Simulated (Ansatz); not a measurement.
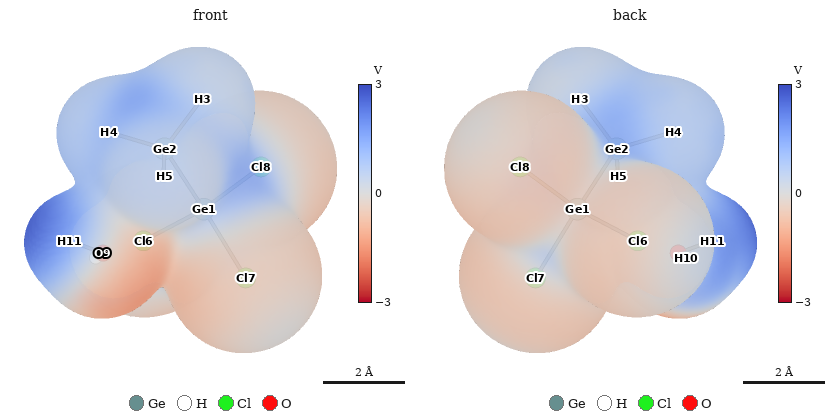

*Cl3Ge2H3···H2O. The molecular electrostatic potential painted on the density surface at 0.002 e/bohr³, seen from the front and from behind; red is negative and blue positive.*

These are results of Ansatz 0.2.0, RKS PBE/def2-SVP, not measurements.

The calculation's input:

```
crystal:
  periodic: [false, false, false]
  atoms:
    - { symbol: Ge, position_ang: [-0.227642, -0.142336, 0.129887] }
    - { symbol: Ge, position_ang: [-0.194927, -0.040807, 2.53818] }
    - { symbol: H, position_ang: [-1.204362, -1.091918, 3.074151] }
    - { symbol: H, position_ang: [1.22665, -0.424954, 3.02122] }
    - { symbol: H, position_ang: [-0.594517, 1.371499, 3.01764] }
    - { symbol: Cl, position_ang: [1.792034, -0.426915, -0.713121] }
    - { symbol: Cl, position_ang: [-1.143786, 1.545511, -0.876625] }
    - { symbol: Cl, position_ang: [-1.329252, -1.910143, -0.533564] }
    - { symbol: O, position_ang: [1.516797, 1.973832, 1.27326] }
    - { symbol: H, position_ang: [2.206039, 1.40985, 0.863282] }
    - { symbol: H, position_ang: [1.716566, 1.923182, 2.24029] }
basis:
  gaussian: { orbitals: def2-SVP }
hamiltonian:
  xc: pbe
relax:
  f_tol: 0.03
  max_steps: 50
output:
  orbitals: {}
```

Command:

```sh
ansatz run input.yaml --threads 4 --pin off --max-ram 5120MiB --backend cpu --events-out ev --progress --plain --runs-dir out
```

The fields are those of the run's last geometry, not of the input's.

### Where is the surface potential most negative and most positive?

The most negative region (about −1.4 V) lies over O9, the most positive (about +2.5 V) over H11. O9 is the likeliest acceptor of a hydrogen bond.
